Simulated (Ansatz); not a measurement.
# PH2 (SMILES [PH2]) at 6 levels

We compute a comparison of 6 runs (U-wB97M-V/3-21G, UB2PLYP/3-21G, U-r2SCAN/6-31G*, RPA@PBE/6-31G*, UMP2/3-21G, UCCSD(T)/6-31G*) of PH2. 

The calculation is run with Ansatz 0.2.0.

46 further runs of the same task are left out: 46 set aside as unsound or not needed.

## 1. The molecule

The species is PH2 (3 atoms), meant as a doublet with charge 0. SMILES: `[PH2]`. The H3–P1 distance was set to 3.480 Å, away from the relaxed value. At this shape a bond of the SMILES string is far longer than usual.

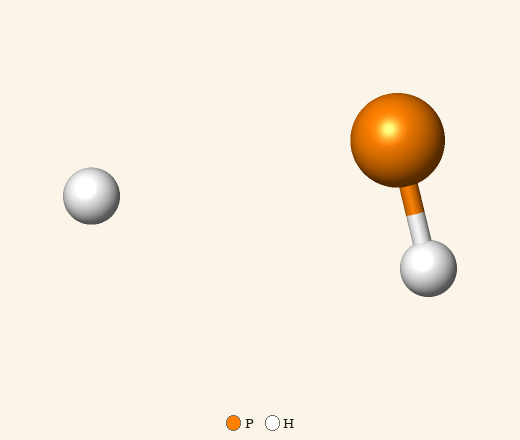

The structure, seen from a chosen angle (phosphorus orange, hydrogen white).

## 2. A single-point energy at U-wB97M-V/3-21G (run 1)

Input file input.yaml:

```yaml
crystal:
  periodic: [false, false, false]
  atoms:
    - symbol: P
      position_ang: [2.225154, 0.330058, 1.269355]
    - symbol: H
      position_ang: [1.822194, 1.660168, 1.189095]
    - symbol: H
      position_ang: [-0.625980, -0.724620, -0.425100]
basis:
  gaussian:
    orbitals: 3-21G.json
magnetization:
  spin_polarized: true
  initial_magnetization: 1
hamiltonian:
  xc: {name: wB97M-V}
accuracy: high
```

The basis set 3-21G is read from a file made from the Basis Set Exchange's data (not shown).

Launch:

```console
$ ansatz run input.yaml --threads 1 --pin off --max-ram 2610MiB --events-out events.jsonl --progress --plain --runs-dir runs
```

What it wrote, cut to the lines that bear on the results:

```text
Warning: RAYON_NUM_THREADS=1 ignored (pool sized by the plan → 1); use --threads N
Functional definition: wB97M-V
  name "wB97M-V"
[...]
  gx(w, u) = 1 - cx + cx01*u + cx10*w
  gss(w, u) = css00 + css04*u^4 + css10*w + css20*w^2 + css43*w^4*u^3
  gos(w, u) = cos00 + cos10*w + (cos20 + cos21*u)*w^2 + (cos60 + cos61*u)*w^6
[...]
      + integral(e_c_pw_mod_opposite_spin*gos(b97_w_opposite, b97_u_opposite)) + vv10(b, c)
311 factors; integrals over basis functions are off by at most 3.7e-9 eV
127 factors; integrals over basis functions are off by at most 2.0e-9 eV
[...]
mean field -9268.03451248 eV, -340.5939862343 hartree, gradient 3.3e-8 eV, S^2 1.726645; 6 other end points of the search recorded, 0 dependent functions left out
reference -9268.03451495 eV, -340.5939863249 hartree; 9, 8 occupied and 8, 9 virtual orbitals, 311 factors
Total energy: -9268.03451495 eV, -340.5939863249 hartree
```

Wall time 54 s (1 thread of Arm Neoverse V1, shared host); peak memory 0.31 GiB.

## 3. The energy at UB2PLYP/3-21G (run 2)

Input file input.yaml:

```yaml
crystal:
  periodic: [false, false, false]
  atoms:
    - {symbol: P, position_ang: [2.225154, 0.330058, 1.269355]}
    - {symbol: H, position_ang: [1.822194, 1.660168, 1.189095]}
    - {symbol: H, position_ang: [-0.625980, -0.724620, -0.425100]}
basis:
  gaussian: {orbitals: 3-21G.json}
magnetization: {spin_polarized: true, initial_magnetization: 1}
hamiltonian: {xc: {name: B2PLYP}}
correlation: {frozen_orbitals: {H: 0, P: 5}}
accuracy: high
```

The basis set 3-21G is read from a file made from the Basis Set Exchange's data (not shown).

Launch:

```console
$ ansatz run input.yaml --threads 1 --pin off --max-ram 2610MiB --events-out events.jsonl --progress --plain --runs-dir runs
```

What it wrote, cut to the lines that bear on the results:

```text
Warning: RAYON_NUM_THREADS=1 ignored (pool sized by the plan → 1); use --threads N
Functional definition: B2PLYP
  name "B2PLYP"
[...]
311 factors; integrals over basis functions are off by at most 3.7e-9 eV
[...]
mean field -9264.73991947 eV, -340.4729121741 hartree, gradient 1.5e-8 eV, S^2 1.734077; 6 other end points of the search recorded, 0 dependent functions left out
5 core orbitals not correlated: weight in the atoms' cores, before any rotation towards them, 1.000 or more for the frozen orbitals, at most 0.000 for the correlated occupied ones
reference -9264.73993653 eV, -340.4729128013 hartree; 4, 3 occupied and 8, 9 virtual orbitals, 311 factors
second order -1.05612455 eV of doubles, -0.00000000 eV of singles
Total energy: -9265.02509016 eV, -340.4833920038 hartree
```

Wall time 3.9 s (1 thread of Arm Neoverse V1, shared host); peak memory 0.1 GiB.

Runs 3 to 5 aren't shown in full; the table further down has their settings and results.

## 4. The energy at UCCSD(T)/6-31G(d) (spherical functions) (run 6)

Input file run.yaml:

```yaml
basis:
  gaussian:
    orbitals: 6-31G_st_-spherical.json
crystal:
  periodic: [false, false, false]
  atoms:
    - symbol: P
      position_ang: [2.225154, 0.330058, 1.269355]
    - symbol: H
      position_ang: [1.822194, 1.660168, 1.189095]
    - symbol: H
      position_ang: [-0.625980, -0.724620, -0.425100]
magnetization:
  spin_polarized: true
  initial_magnetization: 1
correlation:
  method: ccsd_t
  frozen_orbitals: {H: 0, P: 5}
accuracy: high
scf:
  omitted_lower_state_checks: [cluster_reference, increment]
```

The basis set 6-31G* is read from a file made from the Basis Set Exchange's data (not shown).

Launch:

```console
$ ansatz run run.yaml --threads 1 --pin off --max-ram 2610MiB --events-out events.jsonl --progress --plain --runs-dir runs
```

What it wrote:

```text
Warning: RAYON_NUM_THREADS=1 ignored (pool sized by the plan → 1); use --threads N
[... 17 lines left out ...]
5 core orbitals not correlated: weight in the atoms' cores, before any rotation towards them, 1.000 or more for the frozen orbitals, at most 0.000 for the correlated occupied ones
[... 42 lines left out ...]
Total energy: -9302.26372243 eV, -341.8518864985 hartree
Checks for a lower state left out: cluster_reference, increment
```

Run time: 0.68 s. Hardware: 1 thread of Arm Neoverse V1, shared host.

## 5. The series

```csv
run,level,frozen core orbitals,energy (Eh),⟨S²⟩,wall time
1,U-wB97M-V/3-21G,–,-340.593986,1.727,54 s
2,UB2PLYP/3-21G,5,-340.483392,1.734,3.9 s
3,U-r2SCAN/6-31G* (spherical functions),–,-342.329022,1.717,11 s
4,RPA@PBE/6-31G* (spherical functions),5,-341.907727,1.717,5.7 s
5,UMP2/3-21G,5,-340.079707,1.749,0.28 s
6,UCCSD(T)/6-31G* (spherical functions),5,-341.851886,1.758,0.68 s
```

## 6. What came out

| quantity | value |
| --- | --- |
| run 6: total energy | -341.85189 Eh |
| run 6: correlation energy (5 core orbitals frozen) | -89.6 mEh |
| run 6: (T) correction | -1.63 mEh |
| run 6: ⟨S²⟩ of the reference determinant | 1.758 |
| run 6: T1 diagnostic | 0.014 |

What this shows: Totals of different functionals can't be ranked against each other. Spin contamination of the reference: run 6 ⟨S²⟩ = 1.76, run 5 ⟨S²⟩ = 1.75, run 2 ⟨S²⟩ = 1.73, run 1 ⟨S²⟩ = 1.73, run 4 ⟨S²⟩ = 1.72, run 3 ⟨S²⟩ = 1.72. Where it is this large, the reference is a mixture of spin states, and values that rest on it are in doubt. All runs together took 75 s, the longest 54 s.
